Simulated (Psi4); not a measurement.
# CHClI (SMILES Cl[CH]I) at UDSD-PBEP86/def2-SVP (core potential, density fitting for correlation)

What is the vertical ionisation energy of CHClI at UDSD-PBEP86/def2-SVP (core potential, density fitting for correlation)? Input form: a Python script.

Program for the calculation: Psi4 1.11.

2 further runs of the same task are left out: 2 that didn't finish.

## Step 1: The structure to begin with

The species is CHClI (4 atoms), meant as a doublet with charge 0. As SMILES, `Cl[CH]I`. The shape is that of a PBE0-D4/def2-TZVP optimisation.

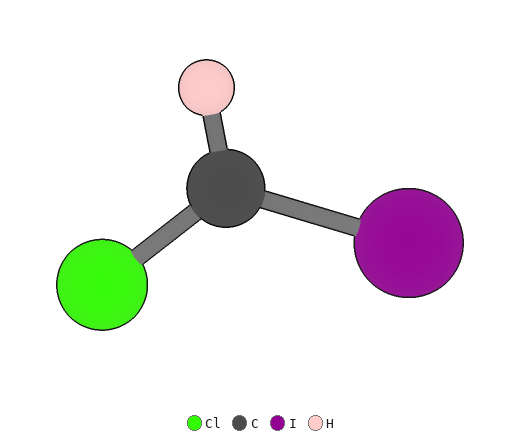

The structure, seen from a chosen angle (chlorine green, carbon dark grey, iodine purple, hydrogen pink).

## Step 2: A single-point energy at UDSD-PBEP86/def2-SVP (core potential, density fitting for correlation)

calc.py reads:

```python
import psi4

psi4.set_memory(1600000000)
psi4.set_num_threads(1)
psi4.set_output_file('run.log', False)

mol = psi4.geometry("""
0 2
Cl    -1.529900     0.107400    -0.630600
C      0.011600     0.214700     0.044300
I      0.942400    -1.424700     0.835400
H      0.631300     1.042400    -0.269500
units angstrom
symmetry c1
""")

psi4.set_options({
    'basis': 'def2-SVP',
    'reference': 'uks',
    'puream': True,
    'e_convergence': 1e-09,
    'd_convergence': 1e-08,
    'scf_type': 'pk',
    'dft_radial_points': 99,
    'dft_spherical_points': 590,
    'num_frozen_docc': 10,
    'maxiter': 200,
})

energy_value, wavefunction = psi4.energy("DSD-PBEP86", molecule=mol, return_wfn=True)
print(f'total energy {energy_value:.8f} hartree = {energy_value * 27.211386:.5f} eV')
```

Run with:

```
$ python calc.py
```

run.log:

```text
[...]
    !!!  WARNING: ECP capability is in beta. Please check occupations closely.  !!!
[...]
  Running in c1 symmetry.
[...]
  Nuclear repulsion =  151.461233848312105
[...]
  Multiplicity = 2
[...]
  Nalpha       = 25
  Nbeta        = 24
[...]
    Number of basis functions: 63
[...]
   @UKS iter   1:  -795.13711245751688   -3.20040e+00   6.24143e-03 ADIIS/DIIS
[...]
   @UKS iter  15:  -795.24557104437440   -5.22959e-12   9.24658e-09 DIIS
[...]
   @S^2 Observed:                7.642955031E-01
[...]
    Orbital Energies [Eh]
    ---------------------
    Alpha Occupied:
       1A   -103.668278     2A    -10.972788     3A    -10.205385
       4A     -7.777312     5A     -7.774127     6A     -7.771838
       7A     -7.445540     8A     -5.362163     9A     -5.349341
      10A     -5.348242    11A     -2.182345    12A     -2.176941
      13A     -2.176004    14A     -2.163277    15A     -2.163266
      16A     -1.090031    17A     -0.899079    18A     -0.762450
      19A     -0.586327    20A     -0.522685    21A     -0.518764
      22A     -0.410801    23A     -0.388235    24A     -0.352047
      25A     -0.301119
    Alpha Virtual:
[...]
  @UKS Final Energy:  -795.24557104437440
   => Energetics <=
    Nuclear Repulsion Energy =            151.4612338483121050
    One-Electron Energy =               -1505.8714314587177796
    Two-Electron Energy =                 575.2454661682340884
    DFT Exchange-Correlation Energy =     -16.0808396022027793
    Empirical Dispersion Energy =           0.0000000000000000
    VV10 Nonlocal Energy =                  0.0000000000000000
    Total Energy =                       -795.2455710443744010
[...]
 Multipole Moments:
 ------------------------------------------------------------------------------------
     Multipole            Electronic (a.u.)      Nuclear  (a.u.)        Total (a.u.)
 ------------------------------------------------------------------------------------
 L = 1.  Multiply by 2.5417464519 to convert [e a0] to [Debye]
 Dipole X            :         38.9996914          -38.7093532            0.2903382
 Dipole Y            :        -32.1927702           32.3691052            0.1763350
 Dipole Z            :         25.3332349          -25.3938053           -0.0605704
 Magnitude           :                                                    0.3450493
[...]
```

On the terminal:

```text
total energy -795.44008754 hartree = -21645.02726 eV
```

Run time: 12 s. Hardware: 1 thread of Intel Xeon Platinum 8375C at 2.90GHz (Ice Lake), shared host; peak memory 0.57 GiB.

## Step 3: The singlet cation, same level

chcli.py reads:

```python
import psi4

psi4.set_memory(1600000000)
psi4.set_num_threads(1)
psi4.set_output_file('output.dat', False)

m = psi4.geometry("""
1 1
Cl    -1.529900     0.107400    -0.630600
C      0.011600     0.214700     0.044300
I      0.942400    -1.424700     0.835400
H      0.631300     1.042400    -0.269500
units angstrom
symmetry c1
no_reorient
no_com
""")

psi4.set_options({
    'basis': 'def2-SVP',
    'puream': True,
    'e_convergence': 1e-09,
    'd_convergence': 1e-08,
    'scf_type': 'pk',
    'dft_radial_points': 99,
    'dft_spherical_points': 590,
    'num_frozen_docc': 10,
})

energy_value, wavefunction = psi4.energy("DSD-PBEP86", return_wfn=True)
print(f'DSD-PBEP86 energy: {energy_value:.10f} Eh')
```

Run with:

```
$ python chcli.py
```

output.dat:

```text
[...]
    !!!  WARNING: ECP capability is in beta. Please check occupations closely.  !!!
[...]
  Running in c1 symmetry.
[...]
  Nuclear repulsion =  151.461233848312105
[...]
  Multiplicity = 1
[...]
  Nalpha       = 24
  Nbeta        = 24
[...]
    Number of basis functions: 63
[...]
   @RKS iter   1:  -794.85376582744527   -2.91811e+00   5.84163e-03 DIIS/ADIIS
[...]
   @RKS iter  14:  -794.93577163597251   -1.36424e-12   4.04586e-09 DIIS
[...]
    Orbital Energies [Eh]
    ---------------------
    Doubly Occupied:
       1A   -103.937068     2A    -11.291108     3A    -10.472206
       4A     -8.044541     5A     -8.039654     6A     -8.037272
       7A     -7.696851     8A     -5.614799     9A     -5.602080
      10A     -5.596025    11A     -2.435124    12A     -2.430950
      13A     -2.425202    14A     -2.413035    15A     -2.412543
      16A     -1.342405    17A     -1.142204    18A     -1.002048
      19A     -0.841537    20A     -0.770254    21A     -0.720117
      22A     -0.652867    23A     -0.590281    24A     -0.579960
[...]
  @RKS Final Energy:  -794.93577163597251
   => Energetics <=
    Nuclear Repulsion Energy =            151.4612338483121050
    One-Electron Energy =               -1493.3484562590949736
    Two-Electron Energy =                 562.9210425247106286
    DFT Exchange-Correlation Energy =     -15.9695917499002569
    Empirical Dispersion Energy =           0.0000000000000000
    VV10 Nonlocal Energy =                  0.0000000000000000
    Total Energy =                       -794.9357716359725146
[...]
 Multipole Moments:
 ------------------------------------------------------------------------------------
     Multipole            Electronic (a.u.)      Nuclear  (a.u.)        Total (a.u.)
 ------------------------------------------------------------------------------------
 L = 1.  Multiply by 2.5417464519 to convert [e a0] to [Debye]
 Dipole X            :          3.7113396           -3.3021074            0.4092321
 Dipole Y            :         58.6257348          -59.4528626           -0.8271278
 Dipole Z            :        -18.8221252           19.2016961            0.3795710
 Magnitude           :                                                    0.9978404
[...]
```

On the terminal:

```text
DSD-PBEP86 energy: -795.1437241705 Eh
```

Run time: 8.1 s. Hardware: 1 thread of Intel Xeon Platinum 8375C at 2.90GHz (Ice Lake), shared host; peak memory 0.57 GiB.

## Step 4: Outcome

Level: UDSD-PBEP86/def2-SVP (core potential, density fitting for correlation), 10 core orbitals frozen.

| quantity | value |
| --- | --- |
| doublet CHClI: total energy | -795.44009 Eh |
| doublet CHClI: HOMO energy (SCF part's orbitals) (highest over α and β) | -8.19 eV |
| doublet CHClI: LUMO energy (SCF part's orbitals) (lowest over α and β) | 0.64 eV |
| doublet CHClI: ⟨S²⟩ | 0.764 |
| singlet cation: total energy | -795.14372 Eh |
| singlet cation: HOMO energy (SCF part's orbitals) | -15.78 eV |
| singlet cation: LUMO energy (SCF part's orbitals) | -8.25 eV |
| singlet cation: HOMO–LUMO gap (SCF part's orbitals) | 7.53 eV |
| vertical ionisation energy (to the singlet cation) | 8.064 eV |

The vertical ionisation energy comes to 8.06 eV (778 kJ/mol). Only the singlet of the ionised species was computed; a triplet could lie lower.
